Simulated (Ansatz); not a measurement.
# One shape, several levels: SnH3F (SMILES [F][SnH3])

Wanted: a comparison of 6 runs (HF/STO-3G, B3LYP/STO-3G, BHLYP/STO-3G, PBE/STO-3G, r2SCAN0/STO-3G, CCSDT/STO-3G) of SnH3F. 

The results are computed with Ansatz 0.2.0.

64 further runs of the same task are left out: 12 that didn't finish, 52 set aside as unsound or not needed.

**1. The structure to begin with**

SnH3F has 5 atoms, charge 0, and is taken as a singlet. As SMILES, `[F][SnH3]`. The H4–Sn2 distance was set to 3.401 Å, away from the relaxed value. At this shape a bond of the SMILES string is far longer than usual.

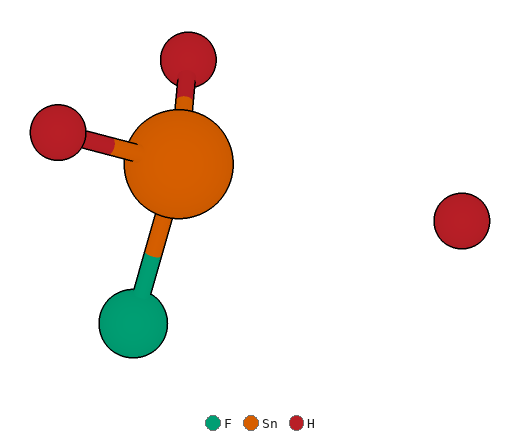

The structure, seen from a chosen angle (fluorine teal, tin orange, hydrogen red).

**2. The energy at HF/STO-3G (run 1)**

in.yaml reads:

```yaml
basis:
  gaussian:
    orbitals: STO-3G
crystal:
  periodic: [false, false, false]
  atoms:
    - {symbol: F, position_ang: [-1.503506, 2.278942, 0.365383]}
    - {symbol: Sn, position_ang: [-0.118106, 1.494742, -0.718617]}
    - {symbol: H, position_ang: [-0.746906, 1.505842, -2.298717]}
    - {symbol: H, position_ang: [0.318900, -1.626500, 0.560600]}
    - {symbol: H, position_ang: [1.225594, 2.515842, -0.508617]}
hamiltonian:
  xc: hf
accuracy: high
```

Command:

```
$ ansatz run in.yaml --threads 1 --pin off --max-ram 2610MiB --events-out events.jsonl --progress --plain --runs-dir runs
```

Standard output:

```text
Warning: RAYON_NUM_THREADS=1 ignored (pool sized by the plan → 1); use --threads N
Functional definition: HF
  name "HF"
  exchange = exact_x
  correlation = 0
634 factors; integrals over basis functions are off by at most 4.9e-9 eV
mean field evaluation 1: about -164971.6217 eV, gradient 2.0e1 eV
mean field evaluation 2: about -164971.6401 eV, gradient 2.0e1 eV
mean field evaluation 4: about -164976.5624 eV, gradient 4.2e0 eV
mean field evaluation 8: about -164976.7375 eV, gradient 9.1e-4 eV
mean field evaluation 16: about -164973.6498 eV, gradient 2.3e-1 eV
mean field -164976.73748083 eV, -6062.7832771714 hartree, gradient 6.5e-8 eV, S^2 0.000000; 0 other end points of the search recorded, 0 dependent functions left out
reference -164976.73748083 eV, -6062.7832771714 hartree; 31, 31 occupied and 4, 4 virtual orbitals, 634 factors
Total energy: -164976.73748083 eV, -6062.7832771714 hartree
```

Wall time 0.46 s (1 thread of Arm Neoverse V2, shared host).

**3. The energy at B3LYP/STO-3G (run 2)**

Edit in.yaml of step 2 so:

```diff
@@ -12,3 +12,3 @@
 hamiltonian:
-  xc: hf
+  xc: {name: B3LYP}
 accuracy: high
```

Command:

```
$ ansatz run in.yaml --threads 1 --pin off --max-ram 2610MiB --events-out events.jsonl --progress --plain --runs-dir runs
```

Standard output:

```text
Warning: RAYON_NUM_THREADS=1 ignored (pool sized by the plan → 1); use --threads N
Functional definition: B3LYP
  name "B3LYP"
  parameter a0 = 0.2
  parameter ax = 0.72
  parameter ac = 0.81
  exchange = (1 - a0 - ax)*slater_x + ax*b88_x + a0*exact_x
  correlation = (1 - ac)*vwn_rpa_c + ac*lyp_c
634 factors; integrals over basis functions are off by at most 4.9e-9 eV
mean field evaluation 1: about -165038.3822 eV, gradient 2.2e1 eV
mean field evaluation 2: about -165032.2038 eV, gradient 2.5e1 eV
mean field evaluation 4: about -165044.0119 eV, gradient 1.2e1 eV
mean field evaluation 8: about -165045.0872 eV, gradient 1.4e0 eV
mean field evaluation 16: about -165045.0362 eV, gradient 2.2e-5 eV
mean field -165045.03621934 eV, -6065.2932095172 hartree, gradient 3.7e-8 eV, S^2 0.000000; 0 other end points of the search recorded, 0 dependent functions left out
reference -165045.03624768 eV, -6065.2932105588 hartree; 31, 31 occupied and 4, 4 virtual orbitals, 634 factors
Total energy: -165045.03624768 eV, -6065.2932105588 hartree
```

Wall time 1.7 s (1 thread of Arm Neoverse V2, shared host); peak memory 0.11 GiB.

Runs 3 to 5 aren't shown in full; the table further down has their settings and results.

**4. The energy at CCSDT/STO-3G (run 6)**

molecule.yaml reads:

```yaml
crystal:
  periodic: [false, false, false]
  atoms:
    - {symbol: F, position_ang: [-1.503506, 2.278942, 0.365383]}
    - {symbol: Sn, position_ang: [-0.118106, 1.494742, -0.718617]}
    - {symbol: H, position_ang: [-0.746906, 1.505842, -2.298717]}
    - {symbol: H, position_ang: [0.318900, -1.626500, 0.560600]}
    - {symbol: H, position_ang: [1.225594, 2.515842, -0.508617]}
basis:
  gaussian:
    orbitals: STO-3G
correlation:
  method: ccsdt
  frozen_orbitals: {F: 1, H: 0, Sn: 18}
accuracy: high
scf:
  omitted_lower_state_checks: [cluster_reference, increment]
```

Command:

```
$ ansatz run molecule.yaml --threads 1 --pin off --max-ram 2610MiB --events-out events.jsonl --progress --plain --runs-dir runs
```

Standard output:

```text
Warning: RAYON_NUM_THREADS=1 ignored (pool sized by the plan → 1); use --threads N
[... 12 lines left out ...]
19 core orbitals not correlated: weight in the atoms' cores, before any rotation towards them, 1.000 or more for the frozen orbitals, at most 0.000 for the correlated occupied ones
[... 35 lines left out ...]
WARN: these amplitudes may be one of several solutions (largest doubles amplitude 0.75, level shift 8.91 eV)
Total energy: -164982.48805986 eV, -6062.9946070528 hartree
Checks for a lower state left out: cluster_reference, increment
```

It took 0.92 s on 1 thread of Arm Neoverse V2, shared host.

**5. Overview of the runs**

```tsv
run	level	frozen core orbitals	energy (Eh)	wall time
1	HF/STO-3G	–	-6062.783277	0.46 s
2	B3LYP/STO-3G	–	-6065.293211	1.7 s
3	BHLYP/STO-3G	–	-6065.421914	2 s
4	PBE/STO-3G	–	-6064.600818	1.8 s
5	r2SCAN0/STO-3G	–	-6065.544670	4.5 s
6	CCSDT/STO-3G	19	-6062.994607	0.92 s
```

**6. What came out**

```
                                           quantity           value
                                run 6: total energy  -6062.99461 Eh
run 6: correlation energy (19 core orbitals frozen)      -211.3 mEh
                               run 6: T1 diagnostic           0.026
```

What this shows: Totals of different functionals can't be ranked against each other. In run 6 the log says that unrestricted orbitals would lower the reference, so the values rest on an unstable closed-shell determinant (other closed-shell runs at this shape may share the fault). In runs 1, 2, 3, 4, 5, 6 the basis is minimal, so the values are rough. In runs 1, 2, 3, 4, 5 a closed-shell determinant meets a far-stretched bond, which it describes badly. In runs 1, 2, 3, 4, 5, 6 relativity is left out where basis or elements ask for it. All runs together took 11 s, the longest 4.5 s.
